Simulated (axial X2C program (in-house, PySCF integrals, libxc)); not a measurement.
# YS: from the state search to constants

Aim: find the lowest determinant of YS, scan the bond at several levels and fit the constants, once spin-free and once with spin–orbit coupling.

The runs use an in-house X2C program for linear molecules on PySCF integrals; all-electron X2C, Y dyall-v3z, S dyall-v3z.

All values are calculated.

### Step 1. Input

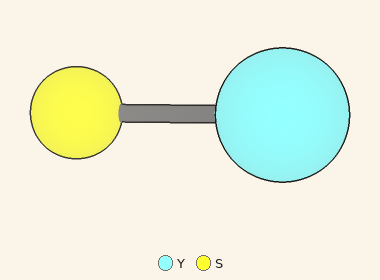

The two atoms at 2.240 Å (yttrium teal, sulfur yellow).

The input, task.json:

```json
{"zs": [39, 16], "q": 0, "bas": ["dyall-v3z", "dyall-v3z"], "levels": ["PBE0", "HF", "M06", "TPSSh"], "cc": false, "r0": 2.24, "npts": 10, "nst": 2, "ntry": 6}
```

Keys: zs atomic numbers; q charge; bas basis sets; levels methods (HF also brings MP2); cc coupled cluster on or off; r0 starting distance in Å; npts points asked for on the curve; nst determinants followed; ntry starts of the search.

Started as:

```bash
$ python so2c.py task.json out
```

Spin-free means the one-electron spin-free X2C Hamiltonian; two-component (2c) means X2C with spin–orbit coupling and atomic mean-field two-electron Coulomb and Gaunt terms. Basis: Y dyall-v3z contracted to [11s12p9d4f2g], S dyall-v3z contracted to [8s7p2d1f]; Gaussian nuclei, density fitting. Masses: Y 88.906 u, S 31.972 u.

Notation: σ, π±, δ± give the projection m of an orbital's angular momentum (0, ±1, ±2), α and β its spin, Λ and M_S the sums; ω is the projection of a spinor's total angular momentum and Ω the sum. Logs are in hartree.

The results follow Hamiltonian by Hamiltonian and level by level.

### Step 2. Search for the lowest determinant

Determinants are compared with PBE0 at 2.240 Å.

Spin-free determinants:

```json
{"ΔE (eV)": "0.00", "state": "M_S = 1/2, Λ = 0", "open shells": "beyond closed shells: σα"}
{"ΔE (eV)": "1.38", "state": "M_S = 1/2, Λ = 2", "open shells": "beyond closed shells: δ+α"}
{"ΔE (eV)": "1.59", "state": "M_S = 1/2, Λ = 1", "open shells": "beyond closed shells: π+α"}
{"ΔE (eV)": "2.47", "state": "M_S = 1/2, Λ = 1", "open shells": "beyond closed shells: π+α, π+β, π-α"}
{"ΔE (eV)": "3.12", "state": "M_S = 3/2, Λ = 1", "open shells": "beyond closed shells: σα, π+α, π-α, π-β, δ+α"}
{"ΔE (eV)": "3.12", "state": "M_S = 3/2, Λ = 3", "open shells": "beyond closed shells: σα, π+α, π+β, π-α, δ+α"}
{"ΔE (eV)": "3.18", "state": "M_S = 1/2, Λ = 1", "open shells": "beyond closed shells: σα, π+β, π-α, π-β, δ+α"}
```

Two-component determinants:

```csv
ΔE (eV),state,open shells
0.00,Ω = 1/2,excess of +ω over −ω: ω = 1/2
1.35,Ω = 3/2,excess of +ω over −ω: ω = 3/2
1.40,Ω = 5/2,excess of +ω over −ω: ω = 5/2
2.44,Ω = 3/2,excess of +ω over −ω: ω = 3/2
3.10,Ω = 5/2,"excess of +ω over −ω: ω = -1/2, 2 × ω = 3/2"
3.11,Ω = 9/2,"excess of +ω over −ω: ω = 1/2, ω = 3/2, ω = 5/2"
3.18,Ω = 3/2,"excess of +ω over −ω: ω = 1/2, ω = -3/2, ω = 5/2"
```

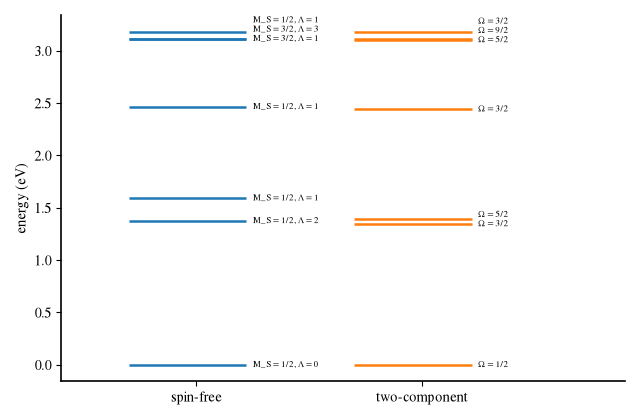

The determinants found, each set from its own lowest.

### Step 3. PBE0, spin-free

State followed: M_S = 1/2, Λ = 0 (beyond closed shells: σα). The scan is laid around 2.269 Å, a first estimate of the minimum, and this SCF restarts from the orbitals of the search.

Output at 2.269 Å:

```text
spin-free X2C-1e  PBE0
basis functions 184  fitting functions 1019  grid points 5081
iter        total energy     max residual
   1      -3782.513140820     2.66e+00
   2      -3783.913182612     1.53e-02
   3      -3783.880224920     4.61e-02
   4      -3783.920130425     9.79e-03
   5      -3783.922627412     9.13e-04
   6      -3783.922655634     3.70e-04
   7      -3783.922660060     1.15e-04
   8      -3783.922661056     5.17e-05
   9      -3783.922661655     1.46e-05
  10      -3783.922661697     2.80e-06
  11      -3783.922661697     1.02e-06
converged
one-electron -5519.77611971  Coulomb 1726.20800399  exact exchange -33.40526961  xc functional -102.47883988  nuclear repulsion 145.52956351
```

Along the bond, energies from the lowest point:

```csv
R (Å),E (eV),μ (D),HOMO (eV),LUMO (eV),iterations
1.974,1.3378,-4.62,-4.44,-2.27,13
2.065,0.5626,-5.16,-4.58,-2.39,13
2.133,0.2243,-5.56,-4.68,-2.48,13
2.201,0.0483,-5.94,-4.78,-2.58,13
2.269,0.0000,-6.32,-4.88,-2.67,11
2.348,0.0687,-6.74,-4.99,-2.78,13
2.428,0.2383,-7.15,-5.08,-2.88,13
2.530,0.5598,-7.65,-5.20,-3.00,15
2.655,1.0508,-8.21,-5.32,-3.14,16
2.836,1.8488,-8.89,-5.39,-3.32,17
```

Dipoles are positive if S is the positive end.

Outer orbitals at the reference distance:

| symmetry | occupied | ε (eV) | atomic character |
| --- | --- | --- | --- |
| π-α | yes | -30.28 | 100% Y p |
| π+α | yes | -30.28 | 100% Y p |
| σα | yes | -30.25 | 95% Y p |
| π+β | yes | -30.11 | 100% Y p |
| π-β | yes | -30.11 | 100% Y p |
| σβ | yes | -29.97 | 95% Y p |
| σβ | yes | -16.72 | 66% S s, 11% Y d, 10% Y p |
| σα | yes | -16.70 | 66% S s, 11% Y d, 10% Y p |
| σα | yes | -6.80 | 68% S p, 17% Y d, 8% Y s |
| σβ | yes | -6.72 | 70% S p, 16% Y d, 7% Y s |
| π+β | yes | -6.43 | 64% S p, 23% Y d, 5% Y f |
| π-β | yes | -6.43 | 64% S p, 23% Y d, 5% Y f |
| π-α | yes | -6.42 | 63% S p, 25% Y d, 5% Y f |
| π+α | yes | -6.42 | 63% S p, 25% Y d, 5% Y f |
| σα | yes | -4.88 | 70% Y s, 17% Y d, 10% Y p |
| σβ | no | -2.67 | 74% Y s, 13% Y d, 11% Y p |
| δ+α | no | -1.88 | 99% Y d |
| δ-α | no | -1.88 | 99% Y d |
| π-α | no | -1.83 | 60% Y p, 36% Y d, 2% S p |

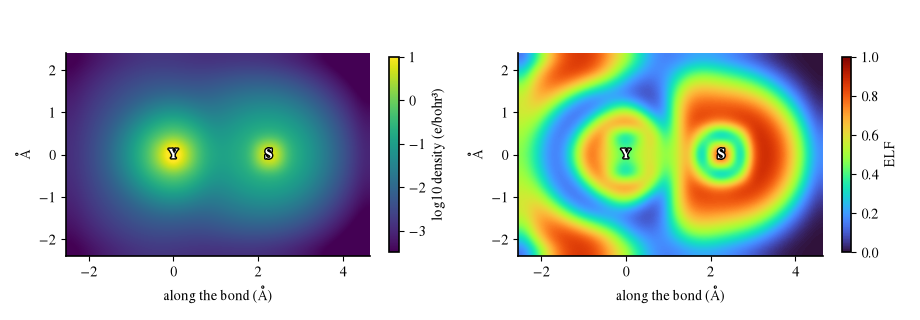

PBE0 fields in a plane through the axis, from a grid of 0.3 Å; Y lies at z = 0 and S at z = 2.269 Å; the ELF is damped to zero where the density is low.

Re = 2.265 Å, ωe = 503 cm⁻¹, ωexe = 1.07 cm⁻¹, Be = 0.1398 cm⁻¹, De = 5.53 eV, μ = -6.29 D.

### Step 4. HF, spin-free

Output at 2.269 Å:

```text
spin-free X2C-1e  HF
basis functions 184  fitting functions 1019  grid points 5081
iter        total energy     max residual
   1      -3781.659630651     2.75e-01
   2      -3781.686133541     6.89e-03
   3      -3781.687776656     6.39e-03
   4      -3781.688791680     1.85e-03
   5      -3781.689065595     1.49e-03
   6      -3781.689257325     1.07e-03
   7      -3781.689390866     5.46e-04
   8      -3781.689438060     2.12e-04
   9      -3781.689441395     9.88e-05
  10      -3781.689441984     3.35e-05
  11      -3781.689442113     1.71e-05
  12      -3781.689442157     1.14e-05
  13      -3781.689442170     6.03e-06
  14      -3781.689442174     2.81e-06
  15      -3781.689442175     1.93e-06
converged
one-electron -5517.70191246  Coulomb 1724.17021478  exact exchange -133.68730801  xc functional 0.00000000  nuclear repulsion 145.52956351
```

Re = 2.298 Å, ωe = 508 cm⁻¹, ωexe = 0.904 cm⁻¹, Be = 0.1358 cm⁻¹, De = 3.54 eV, μ = -7.23 D.

### Step 5. M06, spin-free

The SCF at the reference distance of 2.269 Å:

```text
spin-free X2C-1e  M06
basis functions 184  fitting functions 1019  grid points 5081
iter        total energy     max residual
   1      -3784.355475923     1.58e-01
   2      -3784.361103651     2.58e-03
   3      -3784.361055150     2.98e-03
   4      -3784.361122289     2.32e-03
   5      -3784.361242900     4.43e-04
   6      -3784.361248580     1.32e-04
   7      -3784.361250330     6.11e-05
   8      -3784.361250860     2.43e-05
   9      -3784.361251007     6.38e-06
  10      -3784.361251012     3.77e-06
  11      -3784.361251013     1.33e-06
converged
one-electron -5519.92307557  Coulomb 1726.37372567  exact exchange -36.08216526  xc functional -100.25929936  nuclear repulsion 145.52956351
```

No constants are quoted: the solution changes its character somewhere along the scan, so the fit is set aside.

### Step 6. TPSSh, spin-free

Output at 2.269 Å:

```text
spin-free X2C-1e  TPSSh
basis functions 184  fitting functions 1019  grid points 5081
iter        total energy     max residual
   1      -3784.262537533     2.92e-02
   2      -3784.263235924     5.41e-03
   3      -3784.262496073     6.41e-03
   4      -3784.262618394     6.32e-03
   5      -3784.263417134     1.69e-04
   6      -3784.263417805     7.15e-05
   7      -3784.263417986     1.46e-05
   8      -3784.263418001     5.55e-06
   9      -3784.263418005     2.56e-06
  10      -3784.263418005     4.65e-07
converged
one-electron -5519.53132153  Coulomb 1725.94883036  exact exchange -13.36019411  xc functional -122.85029624  nuclear repulsion 145.52956351
```

Re = 2.277 Å, ωe = 492 cm⁻¹, ωexe = 1.09 cm⁻¹, Be = 0.1383 cm⁻¹, De = 5.62 eV, μ = -6.11 D.

### Step 7. MP2, spin-free

Correlated methods: 17 electrons correlated (frozen shells, counted by type: Y 3 s, 2 p, 1 d; S 2 s, 1 p), 263 virtual spinors in MP2.

MP2: Re = 2.279 Å, ωe = 496 cm⁻¹, Be = 0.138 cm⁻¹, De = 5.42 eV.

### Step 8. A higher determinant, spin-free

State: M_S = 1/2, Λ = 2 (beyond closed shells: δ+α).

Output at the reference distance:

```text
spin-free X2C-1e  PBE0
basis functions 184  fitting functions 1019  grid points 5081
iter        total energy     max residual
   1      -3782.476772806     2.63e+00
   2      -3783.862614099     1.53e-02
   3      -3783.822876448     3.86e-02
   4      -3783.870797757     9.45e-03
   5      -3783.872966309     1.05e-03
   6      -3783.872992755     3.79e-04
   7      -3783.872995778     1.01e-04
   8      -3783.872996035     1.63e-05
   9      -3783.872996046     5.92e-06
  10      -3783.872996048     1.81e-06
  11      -3783.872996049     9.13e-07
converged
one-electron -5522.57087633  Coulomb 1729.14223738  exact exchange -33.42706470  xc functional -102.54685592  nuclear repulsion 145.52956351
```

```csv
R (Å),E above the lowest PBE0 point (eV)
1.974,2.904
2.065,2.071
2.133,1.684
2.201,1.455
2.269,1.351
2.348,1.354
2.428,1.455
2.530,1.689
2.655,2.072
```

Re = 2.306 Å, ωe = 462 cm⁻¹, ωexe = 1.13 cm⁻¹, Be = 0.1348 cm⁻¹, μ = -9.07 D. Te = 1.34 eV.

### Step 9. The spin-free curves together

Energy (eV) of the followed determinant, spin-free, from each level's lowest point:

```csv
R (Å),PBE0,HF,MP2,M06 (jumps),TPSSh
1.974,1.338,1.706,1.448,1.350,1.409
2.065,0.563,0.785,0.635,0.582,0.613
2.133,0.224,0.357,0.271,0.242,0.258
2.201,0.048,0.107,0.070,0.059,0.065
2.269,0.000,0.000,0.000,0.000,0.000
2.348,0.069,0.018,0.046,0.054,0.048
2.428,0.238,0.154,0.196,0.196,0.198
2.530,0.560,0.456,0.497,0.473,0.493
2.655,1.051,0.953,0.970,0.908,0.953
2.836,1.849,1.797,1.786,1.620,1.707
```

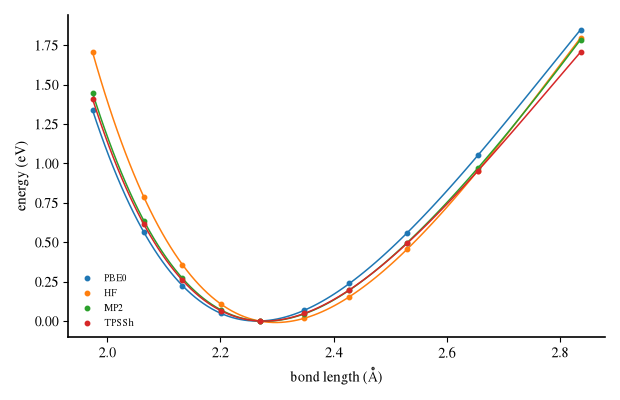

Curves of the followed state, spin-free, each from its own lowest point. Left out: M06.

### Step 10. PBE0, 2c

State followed: Ω = 1/2 (excess of +ω over −ω: ω = 1/2). The scan is laid around 2.269 Å, a first estimate of the minimum, and this SCF restarts from the orbitals of the search.

Output at 2.269 Å:

```text
two-component X2C + atomic mean field  PBE0
basis functions 184  fitting functions 1019  grid points 5081
iter        total energy     max residual
   1      -3781.162908536     2.66e+00
   2      -3782.574383507     1.54e-02
   3      -3782.541305008     4.62e-02
   4      -3782.581338817     9.85e-03
   5      -3782.583862040     9.12e-04
   6      -3782.583890257     3.71e-04
   7      -3782.583894702     1.16e-04
   8      -3782.583895702     5.18e-05
   9      -3782.583896302     1.46e-05
  10      -3782.583896344     2.82e-06
  11      -3782.583896345     1.04e-06
converged
one-electron -5516.24881461  Coulomb 1725.48402545  exact exchange -33.39134118  xc functional -102.43651831  nuclear repulsion 145.52956351  atomic mean-field constant -1.52081120
```

Along the bond, energies from the lowest point:

```csv
R (Å),E (eV),μ (D),HOMO (eV),LUMO (eV),iterations
1.974,1.3380,-4.61,-4.44,-2.26,13
2.065,0.5627,-5.16,-4.58,-2.39,13
2.133,0.2244,-5.55,-4.68,-2.48,13
2.201,0.0483,-5.94,-4.78,-2.58,13
2.269,0.0000,-6.31,-4.88,-2.67,11
2.348,0.0687,-6.74,-4.98,-2.77,13
2.428,0.2383,-7.14,-5.08,-2.87,13
2.530,0.5597,-7.64,-5.20,-3.00,15
2.655,1.0506,-8.20,-5.32,-3.14,14
2.836,1.8485,-8.89,-5.36,-3.32,18
```

Dipoles are positive if S is the positive end.

Outer spinors at the reference distance:

| ω | occupied | ε (eV) | atomic character | λ mixture |
| --- | --- | --- | --- | --- |
| -1/2 | yes | -31.11 | 99% Y p | 76% π, 24% σ |
| 1/2 | yes | -31.08 | 98% Y p | 62% π, 38% σ |
| 3/2 | yes | -29.78 | 100% Y p | 100% π |
| 1/2 | yes | -29.71 | 97% Y p | 62% σ, 38% π |
| -3/2 | yes | -29.60 | 100% Y p | 100% π |
| -1/2 | yes | -29.57 | 96% Y p | 76% σ, 24% π |
| -1/2 | yes | -16.72 | 66% S s, 11% Y d, 10% Y p | 100% σ |
| 1/2 | yes | -16.70 | 66% S s, 11% Y d, 10% Y p | 100% σ |
| 1/2 | yes | -6.80 | 68% S p, 17% Y d, 8% Y s | 100% σ |
| -1/2 | yes | -6.72 | 70% S p, 16% Y d, 7% Y s | 100% σ |
| 1/2 | yes | -6.46 | 64% S p, 23% Y d, 5% Y f | 100% π |
| -1/2 | yes | -6.45 | 63% S p, 25% Y d, 5% Y f | 100% π |
| -3/2 | yes | -6.41 | 64% S p, 23% Y d, 5% Y f | 100% π |
| 3/2 | yes | -6.40 | 63% S p, 25% Y d, 5% Y f | 100% π |
| 1/2 | yes | -4.88 | 70% Y s, 17% Y d, 10% Y p | 100% σ |
| -1/2 | no | -2.67 | 74% Y s, 13% Y d, 11% Y p | 100% σ |
| -3/2 | no | -1.91 | 99% Y d | 100% δ |
| 5/2 | no | -1.86 | 99% Y d | 100% δ |
| -1/2 | no | -1.85 | 60% Y p, 36% Y d, 2% S p | 100% π |

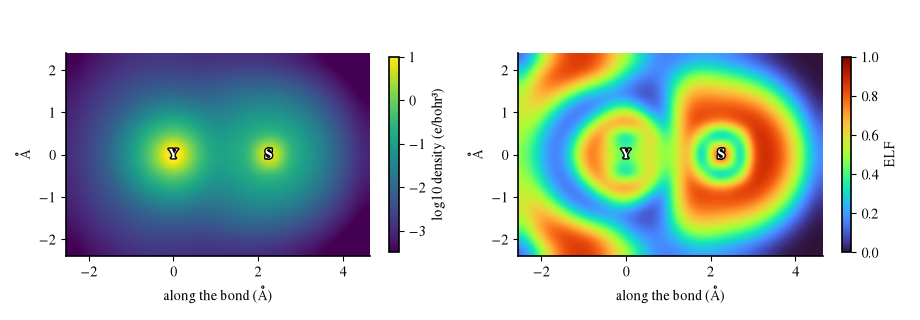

PBE0 fields in a plane through the axis, from a grid of 0.3 Å; Y lies at z = 0 and S at z = 2.269 Å; the ELF is damped to zero where the density is low.

Re = 2.265 Å, ωe = 503 cm⁻¹, ωexe = 1.07 cm⁻¹, Be = 0.1397 cm⁻¹, De = 5.53 eV, μ = -6.29 D.

### Step 11. HF, 2c

The SCF at the reference distance of 2.269 Å:

```text
two-component X2C + atomic mean field  HF
basis functions 184  fitting functions 1019  grid points 5081
iter        total energy     max residual
   1      -3780.321401581     2.75e-01
   2      -3780.347896463     6.90e-03
   3      -3780.349539397     6.40e-03
   4      -3780.350558069     1.85e-03
   5      -3780.350831852     1.49e-03
   6      -3780.351023226     1.07e-03
   7      -3780.351156945     5.46e-04
   8      -3780.351204585     2.13e-04
   9      -3780.351208016     9.94e-05
  10      -3780.351208640     3.35e-05
  11      -3780.351208781     1.73e-05
  12      -3780.351208828     1.15e-05
  13      -3780.351208842     6.24e-06
  14      -3780.351208846     2.93e-06
  15      -3780.351208848     1.94e-06
converged
one-electron -5514.17330150  Coulomb 1723.44486844  exact exchange -133.63152810  xc functional 0.00000000  nuclear repulsion 145.52956351  atomic mean-field constant -1.52081120
```

Re = 2.298 Å, ωe = 508 cm⁻¹, ωexe = 0.905 cm⁻¹, Be = 0.1358 cm⁻¹, De = 3.52 eV, μ = -7.23 D.

### Step 12. M06, 2c

The SCF at the reference distance of 2.269 Å:

```text
two-component X2C + atomic mean field  M06
basis functions 184  fitting functions 1019  grid points 5081
iter        total energy     max residual
   1      -3783.016907629     1.57e-01
   2      -3783.022539059     2.58e-03
   3      -3783.022486759     3.01e-03
   4      -3783.022557827     2.32e-03
   5      -3783.022678015     4.39e-04
   6      -3783.022683625     1.33e-04
   7      -3783.022685358     6.10e-05
   8      -3783.022685883     2.39e-05
   9      -3783.022686026     6.31e-06
  10      -3783.022686030     3.75e-06
  11      -3783.022686031     1.32e-06
converged
one-electron -5516.39514424  Coulomb 1725.64922648  exact exchange -36.06715894  xc functional -100.21836164  nuclear repulsion 145.52956351  atomic mean-field constant -1.52081120
```

No constants are quoted: the points don't follow one smooth fit.

### Step 13. TPSSh, 2c

The SCF at the reference distance of 2.269 Å:

```text
two-component X2C + atomic mean field  TPSSh
basis functions 184  fitting functions 1019  grid points 5081
iter        total energy     max residual
   1      -3782.923280103     2.92e-02
   2      -3782.923981330     5.41e-03
   3      -3782.923237610     6.43e-03
   4      -3782.923361189     6.33e-03
   5      -3782.924162598     1.69e-04
   6      -3782.924163266     7.16e-05
   7      -3782.924163448     1.45e-05
   8      -3782.924163463     5.61e-06
   9      -3782.924163467     2.55e-06
  10      -3782.924163468     4.67e-07
converged
one-electron -5516.00487306  Coulomb 1725.22574896  exact exchange -13.35462682  xc functional -122.79916486  nuclear repulsion 145.52956351  atomic mean-field constant -1.52081120
```

Re = 2.277 Å, ωe = 492 cm⁻¹, ωexe = 1.09 cm⁻¹, Be = 0.1383 cm⁻¹, De = 5.62 eV, μ = -6.11 D.

### Step 14. MP2, 2c

Correlated methods: 17 electrons correlated (frozen shells, counted by type: Y 3 s, 2 p, 1 d; S 2 s, 1 p), 263 virtual spinors in MP2.

MP2: Re = 2.279 Å, ωe = 496 cm⁻¹, Be = 0.138 cm⁻¹, De = 5.37 eV.

### Step 15. A higher determinant, 2c

State: Ω = 3/2 (excess of +ω over −ω: ω = 3/2).

Output at the reference distance:

```text
two-component X2C + atomic mean field  PBE0
basis functions 184  fitting functions 1019  grid points 5081
iter        total energy     max residual
   1      -3781.127792530     2.64e+00
   2      -3782.524928679     1.53e-02
   3      -3782.485130241     3.88e-02
   4      -3782.533134970     9.45e-03
   5      -3782.535311652     1.05e-03
   6      -3782.535338035     3.79e-04
   7      -3782.535341069     1.01e-04
   8      -3782.535341327     1.62e-05
   9      -3782.535341338     5.84e-06
  10      -3782.535341340     1.69e-06
  11      -3782.535341341     9.66e-07
converged
one-electron -5519.07640789  Coulomb 1728.45113609  exact exchange -33.41335644  xc functional -102.50546541  nuclear repulsion 145.52956351  atomic mean-field constant -1.52081120
```

```csv
R (Å),E above the lowest PBE0 point (eV)
1.974,2.877
2.065,2.043
2.133,1.655
2.201,1.426
2.269,1.321
2.348,1.323
2.428,1.424
2.530,1.656
2.655,2.039
```

Re = 2.307 Å, ωe = 462 cm⁻¹, ωexe = 1.13 cm⁻¹, Be = 0.1347 cm⁻¹, μ = -9.07 D. Te = 1.31 eV.

### Step 16. The 2c curves together

Energy (eV) of the followed determinant, 2c, from each level's lowest point:

```csv
R (Å),PBE0,HF,MP2,M06,TPSSh
1.974,1.338,1.706,1.448,1.350,1.409
2.065,0.563,0.785,0.635,0.582,0.613
2.133,0.224,0.357,0.271,0.242,0.258
2.201,0.048,0.107,0.070,n/a,0.065
2.269,0.000,0.000,0.000,0.000,0.000
2.348,0.069,0.018,0.046,0.059,0.048
2.428,0.238,0.154,0.196,0.197,0.198
2.530,0.560,0.456,0.497,0.474,0.493
2.655,1.051,0.953,0.970,0.909,0.953
2.836,1.848,1.797,1.785,1.620,1.706
```

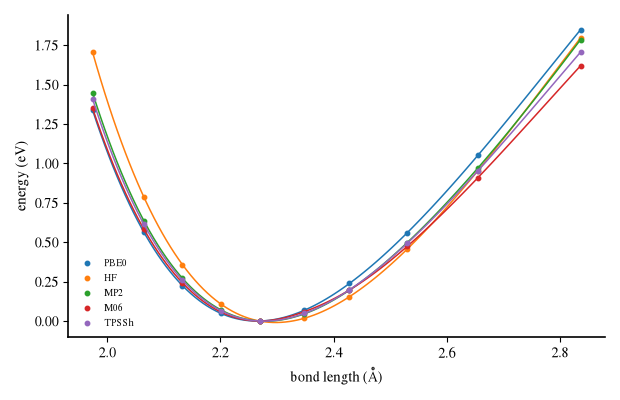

Curves of the followed state, 2c, each from its own lowest point.

The whole job took 4.2 min on 1 thread of Arm Neoverse N1, shared host; peak memory 0.37 GiB.

### Step 17. What came out

Lowest determinant that the search found at its distance, spin-free: M_S = 1/2, Λ = 0 (beyond closed shells: σα).

Lowest determinant that the search found at its distance, 2c: Ω = 1/2 (excess of +ω over −ω: ω = 1/2).

| Hamiltonian | level | Re (Å) | ωe (cm⁻¹) | De (eV) | μ (D) |
| --- | --- | --- | --- | --- | --- |
| spin-free | PBE0 | 2.265 | 503 | 5.53 | -6.29 |
| spin-free | HF | 2.298 | 508 | 3.54 | -7.23 |
| spin-free | MP2 | 2.279 | 496 | 5.42 | n/a |
| spin-free | TPSSh | 2.277 | 492 | 5.62 | -6.11 |
| 2c | PBE0 | 2.265 | 503 | 5.53 | -6.29 |
| 2c | HF | 2.298 | 508 | 3.52 | -7.23 |
| 2c | MP2 | 2.279 | 496 | 5.37 | n/a |
| 2c | TPSSh | 2.277 | 492 | 5.62 | -6.11 |

Dipoles are positive if S is the positive end. No constants: spin-free M06 (the solution changes its character somewhere along the scan, so the fit is set aside); 2c M06 (the points don't follow one smooth fit).

Time per point (s) on 1 thread of Arm Neoverse N1, shared host (2c runs); the times are rough: PBE0 1.4, HF 1.2, MP2 1.5, TPSSh 2.1.

At MP2, going from spin-free to two-component changes Re by 0 mÅ, ωe by 0.0 %, which is small (part of it comes from the scalar share of the two-electron terms). It costs about 1.5 times the time. De moves by -0.04 eV; both De rest on single-determinant atoms, which can miss part of an open shell's spin–orbit lowering.

De refers to Y + S, each in the lowest determinant found, which need not be this curve's own limit. The state is a single determinant with fixed occupations, the lowest that a limited PBE0 search found. De is counted from the lowest determinant-based energies of the atoms at the same level, without counterpoise correction. Density functionals use the spin component along the axis (collinear). The meta-GGAs lack a current-density term, which matters for open shells with orbital currents, atoms included.
